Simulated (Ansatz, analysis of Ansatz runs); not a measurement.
# LaOF (R-3m), nudged elastic band: Cu_i hop between interstitial places (q = +1), part 4 of 4

Wanted: path and barrier of a jump of Cu in LaOF (R-3m) at charge +1. The case: Cu_i hop between interstitial places, in a cell of 36 host atoms with 1 Cu put in.

Ansatz 0.2.0; plane-wave PAW DFT, PBEsol; nudged elastic band between two relaxed defect structures at fixed charge in a uniform background.

So far, barrier forward (eV): step 4 (nudged elastic band, charge +1) 1.69.

## 5. Single point at the top of the path, PBEsol

A single point at the top of the band gives the levels near the gap and the populations there.

This step: plane-wave PAW DFT, PBEsol; single point of a defect supercell on a structure of the PBEsol path.

File qp1.top.probe/input.yaml:

```yaml
crystal:
  lattice:
    - [-4.01323028, 6.95111875, 0.0]
    - [-12.03969085, 0.0, 0.0]
    - [-2.00661514, 1.15851979, 6.68937332]
  atoms:
    - { symbol: La, position: [0.13244087, 0.08370058, 0.22843926] }
    - { symbol: La, position: [0.3574678, 0.25707149, 0.7768408] }
[... 2 atom lines left out ...]
    - { symbol: F, position: [0.06180516, 0.04270587, 0.61936873] }
[... 2 atom lines left out ...]
    - { symbol: La, position: [0.43120385, 0.5506437, 0.77589649] }
    - { symbol: O, position: [0.19153014, 0.47099702, 0.85897709] }
[... 2 atom lines left out ...]
    - { symbol: F, position: [0.42906866, 0.62451571, 0.39807417] }
[... 2 atom lines left out ...]
    - { symbol: O, position: [0.1953992, 0.7888651, 0.85863681] }
[... 1 atom line left out ...]
    - { symbol: F, position: [0.00349417, 0.71364458, 0.55596682] }
[... 14 atom lines left out ...]
    - { symbol: La, position: [0.82279516, 0.95249675, 0.77479732] }
    - { symbol: O, position: [0.68917788, 0.7984244, 0.86560652] }
    - { symbol: O, position: [0.8054166, 0.88706535, 0.12067242] }
    - { symbol: F, position: [0.57647245, 0.70240581, 0.61607992] }
    - { symbol: F, position: [0.93282714, 0.95886521, 0.39366246] }
    - { symbol: Cu, position: [1.08954795, 0.72452618, -0.2465657] }
total_charge: 1
basis:
  ecutwfc: 420
  xc_grid: 2
hamiltonian:
  xc: pbesol
kpoints:
  mp_grid: { grid: [1, 1, 1], shift: [0.25, 0.25, 0.25] }
scf:
  occupations: { method: fixed }
  max_iter: 120
output:
  forces: true
  eigenvalues: true
  eigenstates: { localisation: true }
  populations: true
  write_density: true
  write_potential: true
  volumetric_format: npy
  elf: true
checkpoint:
  write: "../qp1.top.probe.run"
  compress: false
  write_wavefunctions: false
  write_every: 100000
```

Command:

```sh
> ansatz run input.yaml --threads 4 --pin off --max-ram 7536MiB --backend cpu --events-out ev --progress --plain --runs-dir out
```

Numbers of over 12 decimals in the logs are rounded to 6 here.

The log of the run:

```text
[...]
La: projections on atomic orbitals take those of the free atom [Kr 4d10] 4f0 5s2 5p6 5d1 6s2, of charge +0.00 (hamiltonian.pseudopotentials.projection_atoms); the dataset's partial waves leave at most 1.9e-5 of an orbital's norm unspanned inside its sphere
[...]
Crystal: 37 atoms, lattice volume = 559.829 Å³
Basis set: ecut = 420 eV, 10937 PW (Γ), exchange–correlation on 108×162×96 points (8 copies of the dense FFT grid, shifted against one another)
Bands: 190, of which v1, the nominal top of the filled ones, is band 153 counted from 1 (152 counted from 0)
Symmetry: 1 space group operations
[...]
k-points: 1
[...]
SCF iter   1: F=—  HF=-96941.396538 eV  |F-HF|=—  |Δ(HF+E_count)|=         —  Δρ=1.33e-2  dr2=8.33e-1  ethr=1.77e-3  ⟨swp⟩=6.0  Hψ=683  notcnv=0  defer=28
[...]
[... 2 atoms left out ...]
  atom  15  O      0.01931982     0.00736917     0.00401942
  [... 1 atom left out ...]
  atom  17  F     -0.00497042    -0.02197668     0.00381009
  [... 14 atoms left out ...]
  atom  32  La    -0.00801892    -0.01450212    -0.01358887
  atom  33  O     -0.00241888    -0.00820514     0.00640747
  [... 2 atoms left out ...]
  atom  36  F     -0.00073127     0.00138509     0.00387511
  atom  37  Cu    -0.02350798     0.01234613     0.01242800
  max |Σ_I F_I| component: 5.15e-5 eV/Å
--- Band table (eV) ---
[...]
--- Löwdin populations: 37 sites ---
  site symbol       q [e]
     0     La      9.9913
     1     La     10.0220
  [... 2 atoms left out ...]
     4      F      7.3756
  [... 2 atoms left out ...]
     7     La     10.2014
     8      O      6.5295
  [... 2 atoms left out ...]
    11      F      7.4151
  [... 2 atoms left out ...]
    14      O      6.6144
  [... 1 atom left out ...]
    16      F      7.3891
  [... 14 atoms left out ...]
    31     La     10.1824
    32      O      6.5256
  [... 2 atoms left out ...]
    35      F      7.4080
    36     Cu     18.1293
  spilling = 0.002138 (of n_electrons = 306.000000)
[key lines of the parts left out:]
SCF converged after 11 iterations
Free energy (F): -96941.238306 eV
Fermi energy:    8.964038 eV
```

The job ended after 16 s (4 threads of Intel Xeon Platinum 8259CL at 2.50GHz (Skylake/Cascade Lake), shared host; peak memory 1.1 GiB).

Read from the output:

```yaml
free_energy: -96941.2383 eV
```

States next to the filling edge at the first k-point, on the run's own zero (eigenstates.tsv). The participation number counts the atoms that a state is spread over, of 37; bands count from 0.

```csv
spin,band,energy (eV),occupation,participation,largest share on,share
both,147,8.454,2.00,13.8,O22,0.13
both,148,8.515,2.00,11.7,O34,0.18
both,149,8.645,2.00,11.6,Cu37,0.21
both,150,8.703,2.00,8.5,Cu37,0.25
both,151,8.832,2.00,12.4,Cu37,0.19
both,152,8.964,2.00,3.8,Cu37,0.45
both,153,12.884,0.00,10.0,Cu37,0.26
both,154,13.236,0.00,25.9,La32,0.08
both,155,13.375,0.00,26.0,La8,0.07
both,156,13.414,0.00,19.9,La8,0.12
both,157,13.501,0.00,23.0,La8,0.11
```

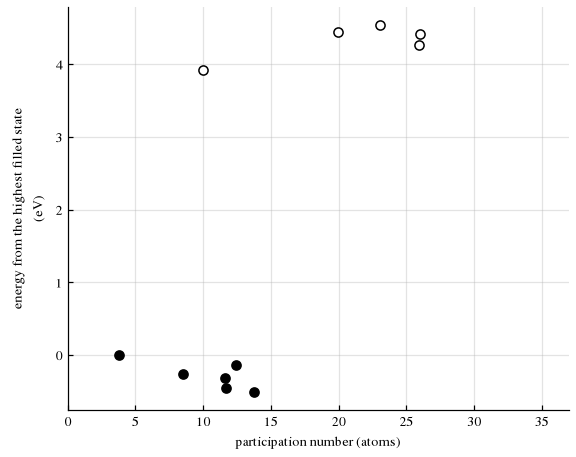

States next to the filling edge at the first k-point: energy against spread. Filled marks are occupied, open marks empty.

Under PBEsol at one point at (¼, ¼, ¼), the highest filled state is spread over 4 of 37 atoms, and the lowest empty one, 3.92 eV above it, is spread over 10 of 37 atoms.

Valence electrons by atom (Löwdin), nearest atoms first, with the excess over far atoms of the same element, which can also hold differences between inequivalent host sites (the log counts sites from 0):

```csv
atom,distance from the centre (Å),electrons,excess
Cu37,0.50,18.129,-
O15,1.36,6.614,0.131
F17,2.13,7.389,0.018
La8,2.44,10.201,0.198
La32,2.44,10.182,0.179
O9,3.02,6.530,0.046
F12,3.07,7.415,0.044
F36,3.13,7.408,0.037
```

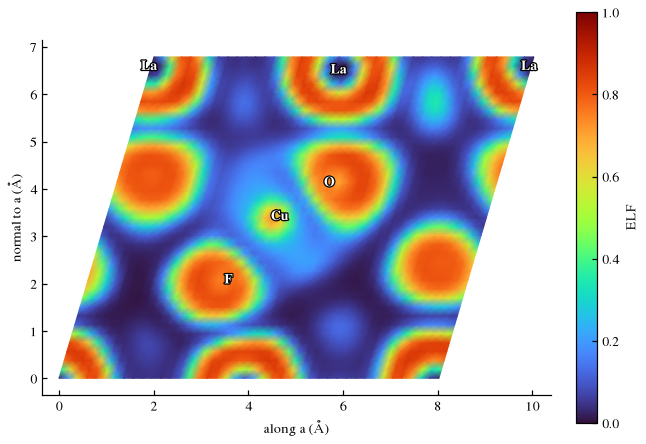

ELF in the ac plane at fractional y = 0.750, through the centre, with atoms of La and O and F and Cu within 0.45 Å of it. It is the smooth field of the valence electrons, not physical close to the nuclei.

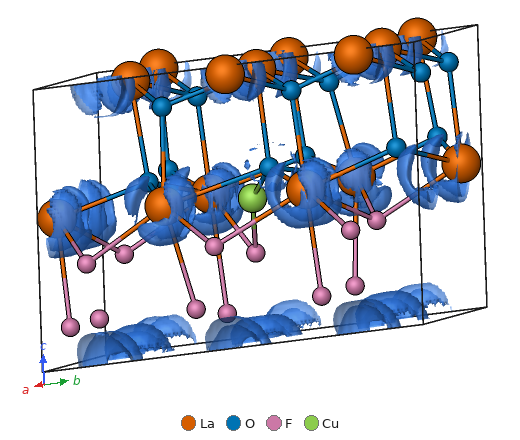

Surface of ELF = 0.84. Bonds to atoms that aren't drawn are left out.

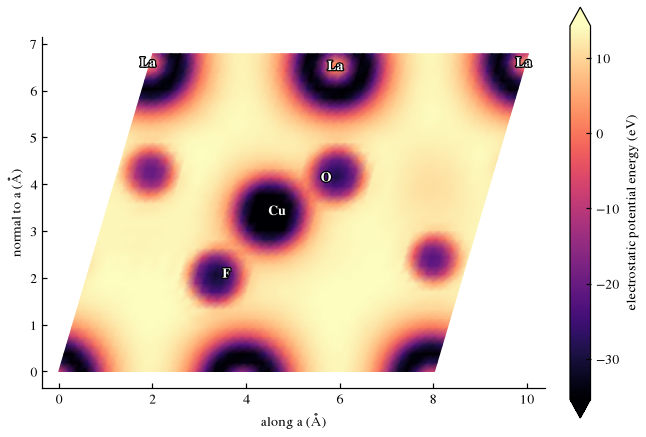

Electrostatic potential energy in the ac plane at fractional y = 0.750, through the centre, with atoms of La and O and F and Cu within 0.45 Å of it. With pseudopotentials it is smooth inside the atoms' cores, unlike the true potential.

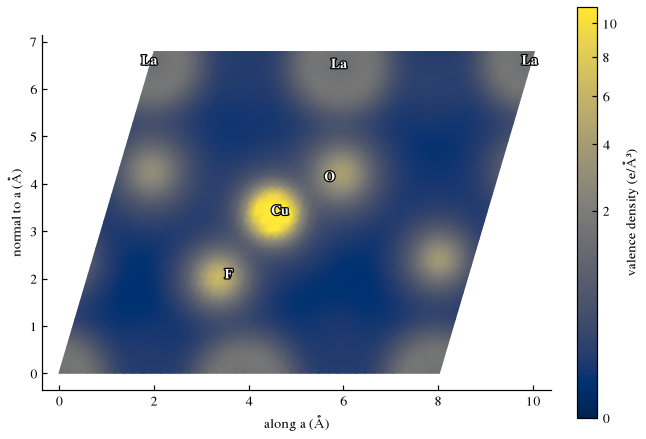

Valence density in the ac plane at fractional y = 0.750, through the centre, with atoms of La and O and F and Cu within 0.45 Å of it. It is the smooth field of the valence electrons, not physical close to the nuclei. The colour scale is stretched toward low values.

The distance between the highest filled and the lowest empty level goes from 2.79 eV at the start to 3.92 eV at the top.

## 6. Saddle search from image 2

A minimum-mode search from an image of the band needs no end points, and checks the top by another method.

This step: plane-wave PAW DFT, PBEsol; minimum-mode saddle search in a defect supercell, started from an image of the band.

File qp1.saddle/input.yaml:

```yaml
crystal:
  lattice:
    - [-4.01323028, 6.95111875, 0.0]
    - [-12.03969085, 0.0, 0.0]
    - [-2.00661514, 1.15851979, 6.68937332]
  atoms:
    - { symbol: La, position: [0.13244087, 0.08370058, 0.22843926] }
    - { symbol: La, position: [0.3574678, 0.25707149, 0.7768408] }
    - { symbol: O, position: [0.19556433, 0.1232086, 0.87121335] }
    - { symbol: O, position: [0.30755201, 0.21256379, 0.12940418] }
    - { symbol: F, position: [0.06180516, 0.04270587, 0.61936873] }
    - { symbol: F, position: [0.43311992, 0.2946288, 0.39008337] }
    - { symbol: La, position: [0.13214174, 0.42258017, 0.22285732] }
    - { symbol: La, position: [0.43120385, 0.5506437, 0.77589649] }
    - { symbol: O, position: [0.19153014, 0.47099702, 0.85897709] }
    - { symbol: O, position: [0.33261233, 0.53632762, 0.12381947] }
    - { symbol: F, position: [0.06488366, 0.38018943, 0.61191665] }
    - { symbol: F, position: [0.42906866, 0.62451571, 0.39807417] }
    - { symbol: La, position: [0.13170987, 0.75305258, 0.20925146] }
    - { symbol: La, position: [0.3749256, 0.91302206, 0.77005572] }
    - { symbol: O, position: [0.1953992, 0.7888651, 0.85863681] }
    - { symbol: O, position: [0.31173657, 0.87241864, 0.12365847] }
    - { symbol: F, position: [0.00349417, 0.71364458, 0.55596682] }
    - { symbol: F, position: [0.43673763, 0.95535251, 0.38862206] }
    - { symbol: La, position: [0.62499109, 0.09167895, 0.23179088] }
    - { symbol: La, position: [0.88965689, 0.23990668, 0.77695689] }
    - { symbol: O, position: [0.67240532, 0.14331924, 0.87416918] }
    - { symbol: O, position: [0.81894953, 0.20361941, 0.1374023] }
    - { symbol: F, position: [0.54657657, 0.05522385, 0.61157214] }
    - { symbol: F, position: [0.94500471, 0.28900839, 0.39094907] }
    - { symbol: La, position: [0.63830169, 0.41425864, 0.23748617] }
    - { symbol: La, position: [0.8681131, 0.57752496, 0.78043985] }
    - { symbol: O, position: [0.71555262, 0.44337647, 0.87793583] }
    - { symbol: O, position: [0.80913827, 0.5413662, 0.12765647] }
    - { symbol: F, position: [0.58207161, 0.36763055, 0.61161247] }
    - { symbol: F, position: [0.93452079, 0.62225816, 0.35287024] }
    - { symbol: La, position: [0.63012666, 0.7545503, 0.22029774] }
    - { symbol: La, position: [0.82279516, 0.95249675, 0.77479732] }
    - { symbol: O, position: [0.68917788, 0.7984244, 0.86560652] }
    - { symbol: O, position: [0.8054166, 0.88706535, 0.12067242] }
    - { symbol: F, position: [0.57647245, 0.70240581, 0.61607992] }
    - { symbol: F, position: [0.93282714, 0.95886521, 0.39366246] }
    - { symbol: Cu, position: [1.08954795, 0.72452618, -0.2465657] }
total_charge: 1
basis:
  ecutwfc: 420
  xc_grid: 2
hamiltonian:
  xc: pbesol
kpoints:
  mp_grid: { grid: [1, 1, 1], shift: [0.25, 0.25, 0.25] }
scf:
  occupations: { method: fixed }
  max_iter: 120
output:
  forces: true
saddle:
  mode_guess:
    - [-0.0008, 0.0038, -0.0068]
    - [0.002, 0.0003, -0.0098]
[... 2 atom lines left out ...]
    - [0.0061, -0.0153, -0.0113]
[... 2 atom lines left out ...]
    - [0.0454, -0.0147, 0.0593]
    - [0.072, 0.0359, 0.0088]
[... 2 atom lines left out ...]
    - [-0.0248, -0.0535, 0.0226]
[... 2 atom lines left out ...]
    - [-0.0338, 0.0226, -0.0237]
[... 1 atom line left out ...]
    - [0.0347, -0.0228, -0.0327]
[... 14 atom lines left out ...]
    - [0.0339, -0.0285, 0.0481]
    - [-0.0001, -0.0571, 0.0051]
    - [0.004, -0.0074, 0.0007]
    - [0.0187, 0.0099, -0.0018]
    - [0.0215, 0.0341, 0.0132]
    - [-0.4834, 0.2726, -0.806]
  f_tol: 0.05
  max_steps: 30
  order_check: false
  dr2_threshold: 1.0e-08
```

The log of the run:

```text
[...]
Warning: saddle: disabling space-group detection — the unstable mode generally breaks the start geometry's symmetry, and a symmetrised force would hide it, so no spatial operation reduces the k-mesh or symmetrises the density; [...]
[...]
saddle search: every force call converges dr2 to 1.0e-8 eV
Crystal: 37 atoms, lattice volume = 559.829 Å³
Basis set: ecut = 420 eV, 10937 PW (Γ), exchange–correlation on 108×162×96 points (8 copies of the dense FFT grid, shifted against one another)
Bands: 190, of which v1, the nominal top of the filled ones, is band 153 counted from 1 (152 counted from 0)
Symmetry: 1 space group operations
k-points: 1
[...]
SCF iter   1: F=—  HF=-96941.396576 eV  |F-HF|=—  |Δ(HF+E_count)|=         —  Δρ=1.33e-2  dr2=8.33e-1  ethr=1.77e-3  ⟨swp⟩=6.0  Hψ=653  notcnv=0  defer=29
[...]
- { symbol: La, position: [0.868925, 0.578117, 0.779767] }
    - { symbol: O, position: [0.718506, 0.443152, 0.878109] }
    - { symbol: O, position: [0.810347, 0.541178, 0.128738] }
    - { symbol: F, position: [0.583635, 0.367366, 0.612140] }
    - { symbol: F, position: [0.937868, 0.620205, 0.356525] }
    - { symbol: La, position: [0.629937, 0.754346, 0.221611] }
    - { symbol: La, position: [0.824127, 0.949901, 0.774376] }
    - { symbol: O, position: [0.684444, 0.798504, 0.870870] }
    - { symbol: O, position: [0.806927, 0.885630, 0.121324] }
    - { symbol: F, position: [0.577636, 0.702555, 0.615420] }
    - { symbol: F, position: [0.932094, 0.963574, 0.390596] }
    - { symbol: Cu, position: [1.091846, 0.720702, -0.251897] }
  unstable mode:
  mode_guess:
    - [0.01554175, -0.00376595, 0.02207799]
    - [0.00370592, -0.02343121, 0.01856379]
    - [0.01030848, -0.00465396, 0.01394485]
    - [0.03020583, 0.00951140, 0.03664223]
    - [0.02422989, -0.02550904, 0.02685042]
[...]
- [0.00439033, -0.00872373, 0.02359558]
    - [0.03492759, 0.01420276, 0.03166697]
    - [0.02610830, -0.00028076, 0.03384785]
    - [-0.49280534, 0.17695979, -0.77092470]
[key lines of the parts left out:]
SCF converged after 9 iterations
Free energy (F): -96941.243890 eV
Fermi energy:    8.984801 eV
```

Wall time 7.7 min (4 threads); peak memory 1 GiB.

Numbers from this step:

```
free energy     : -96941.2439 eV
barrier forward : 1.689 eV
barrier of band : 1.694 eV
```

This gives 1.689 eV against the band's 1.694 eV: both methods end at the same energy.

## 7. Results

| Property | Result |
| --- | --- |
| barrier forward | 1.69 eV (in doubt, see below) |
| barrier backward | 1.94 eV |
| end less start | -0.24 eV |
| hop length | 3.95 Å |
| band iterations, as the log counts them | 12 |
| saddle search from image 2 | 1.69 eV |

What this shows: The top of the band lies 1.69 eV above the start and 1.94 eV above the end. In at least one step between neighbouring images a covalent bond changes partner or an atom goes far. The images sample such a step coarsely, so the top may lie higher. No image-charge correction is applied; it largely cancels along a path if the charge stays localised alike. Limits: one k-point off the zone centre stands for the whole zone; periodic copies of the defect are only 7.1 Å apart; spin–orbit coupling, which can matter with heavy atoms, is left out.

[Logs are printed without paths, hosts, clocks, repeated set-up lines and the standing remarks that a program may print on its own settings, such as how far it seeks lower states.]

[Hosts, paths, dates, database ids (printed as entryN), source tags and the programs' standing remarks are cut or masked in the printed files.]
